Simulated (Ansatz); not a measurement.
TaF5: molecular dynamics (part 1 of 3)

System: TaF5.
Method: RKS LDA/def2-SVP (Ansatz 0.2.0).

It belongs to a series of runs on one base structure; here: dynamics from the start. Figures and captions count atoms from 1; the log counts them from 0 in places.

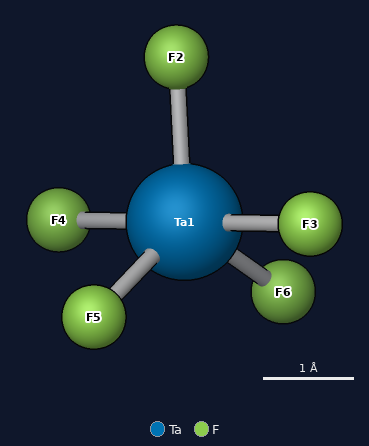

The starting structure (ball-and-stick view, seen at a tilt; atoms are numbered from 1 in the order of the input). Sticks mark near contacts. Bond lengths as drawn: F–Ta 1.85 to 1.88 Å.

**Input**
```yaml
crystal:
  periodic: [false, false, false]
  atoms:
    - { symbol: Ta, position_ang: [0.000103, 0.0, 0.0] }
    - { symbol: F, position_ang: [1.850298, 0.0, 0.0] }
    - { symbol: F, position_ang: [0.000129, 0.0, 1.877149] }
    - { symbol: F, position_ang: [0.000129, 0.0, -1.877149] }
    - { symbol: F, position_ang: [-0.925329, 1.602103, 0.0] }
    - { symbol: F, position_ang: [-0.925329, -1.602103, 0.0] }
basis:
  gaussian: { orbitals: def2-SVP }
hamiltonian:
  xc: lda
md:
  timestep: 1.0
  n_steps: 250
  ensemble: nvt_langevin
  temperature: 1500.0
  initial_velocities: maxwell_boltzmann
  seed: 661140
  friction: 0.02
```

Hardware: 2 threads of Arm Neoverse V2, 24 GiB of memory available, shared host.

Launch command:
```bash
ansatz run input.yaml --threads 2 --pin off --max-ram 3072MiB --backend cpu --events-out ev --progress --plain --runs-dir out
```

**The program's output**
```
Engine: ansatz 0.2.0, aarch64-unknown-linux-gnu
Functional definition: SPW92
  exchange = slater_x
  correlation = pw_c
1044 factors; their error is unknown
mean field evaluation 1: about -15038.3149 eV, gradient 7.0e1 eV
mean field evaluation 2: about -14951.7285 eV, gradient 2.4e2 eV
mean field evaluation 4: about -15045.9412 eV, gradient 1.5e1 eV
mean field evaluation 8: about -15046.2364 eV, gradient 1.8e-1 eV
mean field evaluation 16: about -15046.2365 eV, gradient 9.8e-6 eV
mean field -15046.23646379 eV, -552.9389913388 hartree, gradient 9.2e-6 eV, S^2 0.000000; 0 other end points of the search recorded, 0 dependent functions left out
the calculation of the forces begins
reference -15046.23652529 eV, -552.9389935990 hartree; 29, 29 occupied and 73, 73 virtual orbitals, 1044 factors
md step     0: t =     0.00 fs  T =  1250.0 K  F+E_penalty+E_count = -15046.23646379 eV  E_kin = 0.969450 eV  (28 SCF iters)
these checks for a lower state are left out or cut short: starts, cluster_reference, orbital_swaps, neighbouring_geometries, increment
1044 factors; their error is unknown
mean field -15046.22979039 eV, -552.9387460961 hartree, gradient 5.2e-6 eV, S^2 0.000000; 0 other end points of the search recorded, 0 dependent functions left out
the calculation of the forces begins
reference -15046.22985184 eV, -552.9387483543 hartree; 29, 29 occupied and 73, 73 virtual orbitals, 1044 factors
md step     1: t =     1.00 fs  T =  1220.4 K  F+E_penalty+E_count = -15046.22979039 eV  E_kin = 0.946456 eV  (28 SCF iters)
[... from here on the SCF iterations and repeated set-up lines of each step are left out, up to the last step ...]
md step     2: t =     2.00 fs  T =  1184.6 K  F+E_penalty+E_count = -15046.21013484 eV  E_kin = 0.918757 eV  (28 SCF iters)
md step     3: t =     3.00 fs  T =  1139.7 K  F+E_penalty+E_count = -15046.17748582 eV  E_kin = 0.883937 eV  (29 SCF iters)
md step     4: t =     4.00 fs  T =  1232.4 K  F+E_penalty+E_count = -15046.12829450 eV  E_kin = 0.955802 eV  (30 SCF iters)
md step     5: t =     5.00 fs  T =  1042.2 K  F+E_penalty+E_count = -15046.06375667 eV  E_kin = 0.808259 eV  (29 SCF iters)
md step     6: t =     6.00 fs  T =   965.5 K  F+E_penalty+E_count = -15045.98731112 eV  E_kin = 0.748768 eV  (28 SCF iters)
md step     7: t =     7.00 fs  T =   768.9 K  F+E_penalty+E_count = -15045.90561237 eV  E_kin = 0.596348 eV  (29 SCF iters)
md step     8: t =     8.00 fs  T =   696.0 K  F+E_penalty+E_count = -15045.83324904 eV  E_kin = 0.539781 eV  (30 SCF iters)
md step     9: t =     9.00 fs  T =   719.9 K  F+E_penalty+E_count = -15045.77086140 eV  E_kin = 0.558314 eV  (30 SCF iters)
md step    10: t =    10.00 fs  T =   630.0 K  F+E_penalty+E_count = -15045.73317061 eV  E_kin = 0.488595 eV  (30 SCF iters)
md step    11: t =    11.00 fs  T =   579.8 K  F+E_penalty+E_count = -15045.72697234 eV  E_kin = 0.449655 eV  (28 SCF iters)
md step    12: t =    12.00 fs  T =   525.3 K  F+E_penalty+E_count = -15045.74112144 eV  E_kin = 0.407430 eV  (30 SCF iters)
md step    13: t =    13.00 fs  T =   496.3 K  F+E_penalty+E_count = -15045.77448729 eV  E_kin = 0.384922 eV  (30 SCF iters)
md step    14: t =    14.00 fs  T =   694.8 K  F+E_penalty+E_count = -15045.82436243 eV  E_kin = 0.538887 eV  (30 SCF iters)
md step    15: t =    15.00 fs  T =   812.2 K  F+E_penalty+E_count = -15045.88038254 eV  E_kin = 0.629934 eV  (29 SCF iters)
md step    16: t =    16.00 fs  T =   898.6 K  F+E_penalty+E_count = -15045.92950422 eV  E_kin = 0.696925 eV  (28 SCF iters)
md step    17: t =    17.00 fs  T =   952.1 K  F+E_penalty+E_count = -15045.96694331 eV  E_kin = 0.738400 eV  (29 SCF iters)
md step    18: t =    18.00 fs  T =  1165.6 K  F+E_penalty+E_count = -15045.99054116 eV  E_kin = 0.904011 eV  (29 SCF iters)
md step    19: t =    19.00 fs  T =  1198.3 K  F+E_penalty+E_count = -15046.00201743 eV  E_kin = 0.929352 eV  (29 SCF iters)
md step    20: t =    20.00 fs  T =  1142.7 K  F+E_penalty+E_count = -15046.00496582 eV  E_kin = 0.886236 eV  (29 SCF iters)
md step    21: t =    21.00 fs  T =  1213.0 K  F+E_penalty+E_count = -15045.99766415 eV  E_kin = 0.940783 eV  (29 SCF iters)
md step    22: t =    22.00 fs  T =  1307.0 K  F+E_penalty+E_count = -15045.97651155 eV  E_kin = 1.013659 eV  (29 SCF iters)
md step    23: t =    23.00 fs  T =   932.5 K  F+E_penalty+E_count = -15045.94477015 eV  E_kin = 0.723228 eV  (29 SCF iters)
md step    24: t =    24.00 fs  T =   779.3 K  F+E_penalty+E_count = -15045.90948382 eV  E_kin = 0.604365 eV  (29 SCF iters)
md step    25: t =    25.00 fs  T =   722.5 K  F+E_penalty+E_count = -15045.87130023 eV  E_kin = 0.560345 eV  (30 SCF iters)
md step    26: t =    26.00 fs  T =   812.6 K  F+E_penalty+E_count = -15045.82339769 eV  E_kin = 0.630186 eV  (30 SCF iters)
md step    27: t =    27.00 fs  T =   539.1 K  F+E_penalty+E_count = -15045.77329563 eV  E_kin = 0.418089 eV  (30 SCF iters)
md step    28: t =    28.00 fs  T =   498.4 K  F+E_penalty+E_count = -15045.72817404 eV  E_kin = 0.386520 eV  (30 SCF iters)
md step    29: t =    29.00 fs  T =   656.2 K  F+E_penalty+E_count = -15045.67777198 eV  E_kin = 0.508890 eV  (30 SCF iters)
md step    30: t =    30.00 fs  T =   677.9 K  F+E_penalty+E_count = -15045.62003112 eV  E_kin = 0.525731 eV  (29 SCF iters)
md step    31: t =    31.00 fs  T =   714.9 K  F+E_penalty+E_count = -15045.56057068 eV  E_kin = 0.554443 eV  (29 SCF iters)
md step    32: t =    32.00 fs  T =   675.5 K  F+E_penalty+E_count = -15045.49811493 eV  E_kin = 0.523888 eV  (29 SCF iters)
md step    33: t =    33.00 fs  T =   716.5 K  F+E_penalty+E_count = -15045.44682717 eV  E_kin = 0.555706 eV  (30 SCF iters)
md step    34: t =    34.00 fs  T =   731.2 K  F+E_penalty+E_count = -15045.41373572 eV  E_kin = 0.567057 eV  (30 SCF iters)
md step    35: t =    35.00 fs  T =   667.2 K  F+E_penalty+E_count = -15045.38901416 eV  E_kin = 0.517474 eV  (30 SCF iters)
md step    36: t =    36.00 fs  T =   609.5 K  F+E_penalty+E_count = -15045.37659929 eV  E_kin = 0.472684 eV  (30 SCF iters)
md step    37: t =    37.00 fs  T =   720.7 K  F+E_penalty+E_count = -15045.37591056 eV  E_kin = 0.558912 eV  (30 SCF iters)
md step    38: t =    38.00 fs  T =   750.5 K  F+E_penalty+E_count = -15045.38916824 eV  E_kin = 0.582056 eV  (30 SCF iters)
md step    39: t =    39.00 fs  T =   810.3 K  F+E_penalty+E_count = -15045.42155244 eV  E_kin = 0.628429 eV  (29 SCF iters)
md step    40: t =    40.00 fs  T =   808.5 K  F+E_penalty+E_count = -15045.46948113 eV  E_kin = 0.627013 eV  (30 SCF iters)
md step    41: t =    41.00 fs  T =   941.8 K  F+E_penalty+E_count = -15045.52002352 eV  E_kin = 0.730451 eV  (30 SCF iters)
md step    42: t =    42.00 fs  T =   887.0 K  F+E_penalty+E_count = -15045.56675829 eV  E_kin = 0.687887 eV  (29 SCF iters)
md step    43: t =    43.00 fs  T =   966.8 K  F+E_penalty+E_count = -15045.61965674 eV  E_kin = 0.749814 eV  (30 SCF iters)
md step    44: t =    44.00 fs  T =  1146.5 K  F+E_penalty+E_count = -15045.68322717 eV  E_kin = 0.889199 eV  (30 SCF iters)
md step    45: t =    45.00 fs  T =  1426.7 K  F+E_penalty+E_count = -15045.74907763 eV  E_kin = 1.106511 eV  (30 SCF iters)
md step    46: t =    46.00 fs  T =  1706.9 K  F+E_penalty+E_count = -15045.81170465 eV  E_kin = 1.323802 eV  (29 SCF iters)
md step    47: t =    47.00 fs  T =  1710.4 K  F+E_penalty+E_count = -15045.86211238 eV  E_kin = 1.326526 eV  (29 SCF iters)
md step    48: t =    48.00 fs  T =  2030.3 K  F+E_penalty+E_count = -15045.89824038 eV  E_kin = 1.574639 eV  (29 SCF iters)
md step    49: t =    49.00 fs  T =  1821.5 K  F+E_penalty+E_count = -15045.91470945 eV  E_kin = 1.412711 eV  (29 SCF iters)
md step    50: t =    50.00 fs  T =  1947.8 K  F+E_penalty+E_count = -15045.90446560 eV  E_kin = 1.510619 eV  (29 SCF iters)
md step    51: t =    51.00 fs  T =  1920.5 K  F+E_penalty+E_count = -15045.86739800 eV  E_kin = 1.489450 eV  (29 SCF iters)
md step    52: t =    52.00 fs  T =  1940.7 K  F+E_penalty+E_count = -15045.80712885 eV  E_kin = 1.505137 eV  (28 SCF iters)
md step    53: t =    53.00 fs  T =  1810.9 K  F+E_penalty+E_count = -15045.72226438 eV  E_kin = 1.404442 eV  (28 SCF iters)
md step    54: t =    54.00 fs  T =  1920.7 K  F+E_penalty+E_count = -15045.61414676 eV  E_kin = 1.489585 eV  (28 SCF iters)
md step    55: t =    55.00 fs  T =  1907.7 K  F+E_penalty+E_count = -15045.48571562 eV  E_kin = 1.479534 eV  (29 SCF iters)
md step    56: t =    56.00 fs  T =  1743.1 K  F+E_penalty+E_count = -15045.36487602 eV  E_kin = 1.351865 eV  (28 SCF iters)
md step    57: t =    57.00 fs  T =  1579.3 K  F+E_penalty+E_count = -15045.27611061 eV  E_kin = 1.224876 eV  (30 SCF iters)
md step    58: t =    58.00 fs  T =  1637.3 K  F+E_penalty+E_count = -15045.21692569 eV  E_kin = 1.269826 eV  (30 SCF iters)
md step    59: t =    59.00 fs  T =  1518.7 K  F+E_penalty+E_count = -15045.18408692 eV  E_kin = 1.177872 eV  (29 SCF iters)
md step    60: t =    60.00 fs  T =  1387.0 K  F+E_penalty+E_count = -15045.18447304 eV  E_kin = 1.075712 eV  (30 SCF iters)
md step    61: t =    61.00 fs  T =  1608.3 K  F+E_penalty+E_count = -15045.23626984 eV  E_kin = 1.247312 eV  (29 SCF iters)
md step    62: t =    62.00 fs  T =  1782.6 K  F+E_penalty+E_count = -15045.33275853 eV  E_kin = 1.382547 eV  (29 SCF iters)
md step    63: t =    63.00 fs  T =  1898.5 K  F+E_penalty+E_count = -15045.45479770 eV  E_kin = 1.472411 eV  (28 SCF iters)
md step    64: t =    64.00 fs  T =  1965.7 K  F+E_penalty+E_count = -15045.59012251 eV  E_kin = 1.524505 eV  (27 SCF iters)
md step    65: t =    65.00 fs  T =  2299.7 K  F+E_penalty+E_count = -15045.72096233 eV  E_kin = 1.783587 eV  (28 SCF iters)
md step    66: t =    66.00 fs  T =  2594.5 K  F+E_penalty+E_count = -15045.84036925 eV  E_kin = 2.012195 eV  (28 SCF iters)
md step    67: t =    67.00 fs  T =  2547.9 K  F+E_penalty+E_count = -15045.93227980 eV  E_kin = 1.976082 eV  (28 SCF iters)
md step    68: t =    68.00 fs  T =  2687.2 K  F+E_penalty+E_count = -15045.99077034 eV  E_kin = 2.084123 eV  (29 SCF iters)
md step    69: t =    69.00 fs  T =  2522.3 K  F+E_penalty+E_count = -15046.01884311 eV  E_kin = 1.956217 eV  (28 SCF iters)
md step    70: t =    70.00 fs  T =  2665.0 K  F+E_penalty+E_count = -15046.02201876 eV  E_kin = 2.066870 eV  (29 SCF iters)
md step    71: t =    71.00 fs  T =  2587.3 K  F+E_penalty+E_count = -15046.00313905 eV  E_kin = 2.006611 eV  (29 SCF iters)
md step    72: t =    72.00 fs  T =  2596.6 K  F+E_penalty+E_count = -15045.96051853 eV  E_kin = 2.013841 eV  (29 SCF iters)
md step    73: t =    73.00 fs  T =  2279.2 K  F+E_penalty+E_count = -15045.90209225 eV  E_kin = 1.767636 eV  (30 SCF iters)
md step    74: t =    74.00 fs  T =  2079.7 K  F+E_penalty+E_count = -15045.83877189 eV  E_kin = 1.612899 eV  (30 SCF iters)
md step    75: t =    75.00 fs  T =  1886.1 K  F+E_penalty+E_count = -15045.77248814 eV  E_kin = 1.462788 eV  (30 SCF iters)
md step    76: t =    76.00 fs  T =  1681.2 K  F+E_penalty+E_count = -15045.70644011 eV  E_kin = 1.303845 eV  (30 SCF iters)
md step    77: t =    77.00 fs  T =  1466.9 K  F+E_penalty+E_count = -15045.64942028 eV  E_kin = 1.137700 eV  (30 SCF iters)
md step    78: t =    78.00 fs  T =  1451.7 K  F+E_penalty+E_count = -15045.60359770 eV  E_kin = 1.125892 eV  (30 SCF iters)
md step    79: t =    79.00 fs  T =  1488.0 K  F+E_penalty+E_count = -15045.57186790 eV  E_kin = 1.154051 eV  (29 SCF iters)
md step    80: t =    80.00 fs  T =  1357.0 K  F+E_penalty+E_count = -15045.55690204 eV  E_kin = 1.052440 eV  (30 SCF iters)
md step    81: t =    81.00 fs  T =  1551.4 K  F+E_penalty+E_count = -15045.54450553 eV  E_kin = 1.203216 eV  (30 SCF iters)
md step    82: t =    82.00 fs  T =  1525.7 K  F+E_penalty+E_count = -15045.53330211 eV  E_kin = 1.183280 eV  (30 SCF iters)
md step    83: t =    83.00 fs  T =  1679.8 K  F+E_penalty+E_count = -15045.52851906 eV  E_kin = 1.302761 eV  (30 SCF iters)
md step    84: t =    84.00 fs  T =  1720.6 K  F+E_penalty+E_count = -15045.53156889 eV  E_kin = 1.334398 eV  (30 SCF iters)
md step    85: t =    85.00 fs  T =  1535.3 K  F+E_penalty+E_count = -15045.54253780 eV  E_kin = 1.190714 eV  (30 SCF iters)
md step    86: t =    86.00 fs  T =  1723.5 K  F+E_penalty+E_count = -15045.55843498 eV  E_kin = 1.336667 eV  (30 SCF iters)
md step    87: t =    87.00 fs  T =  1961.8 K  F+E_penalty+E_count = -15045.58207179 eV  E_kin = 1.521516 eV  (30 SCF iters)
md step    88: t =    88.00 fs  T =  2160.6 K  F+E_penalty+E_count = -15045.61074856 eV  E_kin = 1.675663 eV  (30 SCF iters)
md step    89: t =    89.00 fs  T =  1981.0 K  F+E_penalty+E_count = -15045.64504319 eV  E_kin = 1.536412 eV  (29 SCF iters)
md step    90: t =    90.00 fs  T =  2257.8 K  F+E_penalty+E_count = -15045.68018945 eV  E_kin = 1.751078 eV  (29 SCF iters)
md step    91: t =    91.00 fs  T =  2320.3 K  F+E_penalty+E_count = -15045.70334930 eV  E_kin = 1.799566 eV  (30 SCF iters)
md step    92: t =    92.00 fs  T =  2487.7 K  F+E_penalty+E_count = -15045.71528426 eV  E_kin = 1.929383 eV  (30 SCF iters)
md step    93: t =    93.00 fs  T =  2348.2 K  F+E_penalty+E_count = -15045.71853277 eV  E_kin = 1.821163 eV  (30 SCF iters)
md step    94: t =    94.00 fs  T =  2311.7 K  F+E_penalty+E_count = -15045.70975145 eV  E_kin = 1.792845 eV  (31 SCF iters)
md step    95: t =    95.00 fs  T =  2234.5 K  F+E_penalty+E_count = -15045.69118377 eV  E_kin = 1.732969 eV  (29 SCF iters)
md step    96: t =    96.00 fs  T =  2036.9 K  F+E_penalty+E_count = -15045.66898849 eV  E_kin = 1.579726 eV  (31 SCF iters)
md step    97: t =    97.00 fs  T =  2068.0 K  F+E_penalty+E_count = -15045.64504074 eV  E_kin = 1.603843 eV  (30 SCF iters)
md step    98: t =    98.00 fs  T =  1839.8 K  F+E_penalty+E_count = -15045.61492398 eV  E_kin = 1.426855 eV  (30 SCF iters)
md step    99: t =    99.00 fs  T =  1945.2 K  F+E_penalty+E_count = -15045.57716455 eV  E_kin = 1.508649 eV  (30 SCF iters)
md step   100: t =   100.00 fs  T =  1897.0 K  F+E_penalty+E_count = -15045.53509453 eV  E_kin = 1.471226 eV  (29 SCF iters)
md step   101: t =   101.00 fs  T =  1841.7 K  F+E_penalty+E_count = -15045.48832311 eV  E_kin = 1.428366 eV  (30 SCF iters)
md step   102: t =   102.00 fs  T =  1973.9 K  F+E_penalty+E_count = -15045.43188061 eV  E_kin = 1.530852 eV  (30 SCF iters)
md step   103: t =   103.00 fs  T =  1675.9 K  F+E_penalty+E_count = -15045.36487997 eV  E_kin = 1.299743 eV  (30 SCF iters)
md step   104: t =   104.00 fs  T =  1666.3 K  F+E_penalty+E_count = -15045.28916762 eV  E_kin = 1.292286 eV  (30 SCF iters)
md step   105: t =   105.00 fs  T =  1613.2 K  F+E_penalty+E_count = -15045.20823172 eV  E_kin = 1.251124 eV  (30 SCF iters)
md step   106: t =   106.00 fs  T =  1562.4 K  F+E_penalty+E_count = -15045.12541931 eV  E_kin = 1.211762 eV  (31 SCF iters)
md step   107: t =   107.00 fs  T =  1480.0 K  F+E_penalty+E_count = -15045.05014911 eV  E_kin = 1.147792 eV  (31 SCF iters)
md step   108: t =   108.00 fs  T =  1428.9 K  F+E_penalty+E_count = -15044.99711447 eV  E_kin = 1.108203 eV  (31 SCF iters)
md step   109: t =   109.00 fs  T =  1263.7 K  F+E_penalty+E_count = -15044.97882553 eV  E_kin = 0.980054 eV  (30 SCF iters)
md step   110: t =   110.00 fs  T =  1351.4 K  F+E_penalty+E_count = -15044.99033000 eV  E_kin = 1.048094 eV  (30 SCF iters)
md step   111: t =   111.00 fs  T =  1583.5 K  F+E_penalty+E_count = -15045.03170904 eV  E_kin = 1.228090 eV  (30 SCF iters)
md step   112: t =   112.00 fs  T =  1872.2 K  F+E_penalty+E_count = -15045.11093644 eV  E_kin = 1.452033 eV  (30 SCF iters)
md step   113: t =   113.00 fs  T =  2032.6 K  F+E_penalty+E_count = -15045.20916024 eV  E_kin = 1.576399 eV  (30 SCF iters)
md step   114: t =   114.00 fs  T =  2186.9 K  F+E_penalty+E_count = -15045.30883830 eV  E_kin = 1.696063 eV  (29 SCF iters)
md step   115: t =   115.00 fs  T =  2305.2 K  F+E_penalty+E_count = -15045.39951300 eV  E_kin = 1.787820 eV  (29 SCF iters)
md step   116: t =   116.00 fs  T =  2502.4 K  F+E_penalty+E_count = -15045.46382724 eV  E_kin = 1.940782 eV  (29 SCF iters)
md step   117: t =   117.00 fs  T =  2594.1 K  F+E_penalty+E_count = -15045.49540525 eV  E_kin = 2.011865 eV  (30 SCF iters)
md step   118: t =   118.00 fs  T =  2360.6 K  F+E_penalty+E_count = -15045.50062358 eV  E_kin = 1.830803 eV  (28 SCF iters)
md step   119: t =   119.00 fs  T =  2177.9 K  F+E_penalty+E_count = -15045.48245027 eV  E_kin = 1.689071 eV  (28 SCF iters)
md step   120: t =   120.00 fs  T =  2431.9 K  F+E_penalty+E_count = -15045.44383266 eV  E_kin = 1.886064 eV  (29 SCF iters)
md step   121: t =   121.00 fs  T =  2433.1 K  F+E_penalty+E_count = -15045.38705884 eV  E_kin = 1.887014 eV  (30 SCF iters)
md step   122: t =   122.00 fs  T =  2212.2 K  F+E_penalty+E_count = -15045.31271178 eV  E_kin = 1.715665 eV  (30 SCF iters)
md step   123: t =   123.00 fs  T =  2025.5 K  F+E_penalty+E_count = -15045.22497534 eV  E_kin = 1.570913 eV  (30 SCF iters)
md step   124: t =   124.00 fs  T =  2073.1 K  F+E_penalty+E_count = -15045.13238733 eV  E_kin = 1.607803 eV  (30 SCF iters)
md step   125: t =   125.00 fs  T =  1808.4 K  F+E_penalty+E_count = -15045.03934887 eV  E_kin = 1.402536 eV  (30 SCF iters)
md step   126: t =   126.00 fs  T =  1837.1 K  F+E_penalty+E_count = -15044.94897330 eV  E_kin = 1.424777 eV  (30 SCF iters)
md step   127: t =   127.00 fs  T =  1463.1 K  F+E_penalty+E_count = -15044.86752729 eV  E_kin = 1.134688 eV  (30 SCF iters)
md step   128: t =   128.00 fs  T =  1418.6 K  F+E_penalty+E_count = -15044.80480995 eV  E_kin = 1.100189 eV  (30 SCF iters)
md step   129: t =   129.00 fs  T =  1441.9 K  F+E_penalty+E_count = -15044.76280815 eV  E_kin = 1.118269 eV  (30 SCF iters)
md step   130: t =   130.00 fs  T =  1518.2 K  F+E_penalty+E_count = -15044.73145274 eV  E_kin = 1.177480 eV  (30 SCF iters)
md step   131: t =   131.00 fs  T =  1395.0 K  F+E_penalty+E_count = -15044.70857678 eV  E_kin = 1.081869 eV  (30 SCF iters)
md step   132: t =   132.00 fs  T =  1198.5 K  F+E_penalty+E_count = -15044.68998680 eV  E_kin = 0.929543 eV  (30 SCF iters)
md step   133: t =   133.00 fs  T =  1110.7 K  F+E_penalty+E_count = -15044.67747213 eV  E_kin = 0.861451 eV  (30 SCF iters)
md step   134: t =   134.00 fs  T =  1131.4 K  F+E_penalty+E_count = -15044.69066091 eV  E_kin = 0.877497 eV  (30 SCF iters)
md step   135: t =   135.00 fs  T =  1205.9 K  F+E_penalty+E_count = -15044.72627796 eV  E_kin = 0.935219 eV  (30 SCF iters)
md step   136: t =   136.00 fs  T =  1345.4 K  F+E_penalty+E_count = -15044.77055037 eV  E_kin = 1.043415 eV  (31 SCF iters)
md step   137: t =   137.00 fs  T =  1439.4 K  F+E_penalty+E_count = -15044.82080404 eV  E_kin = 1.116370 eV  (31 SCF iters)
```
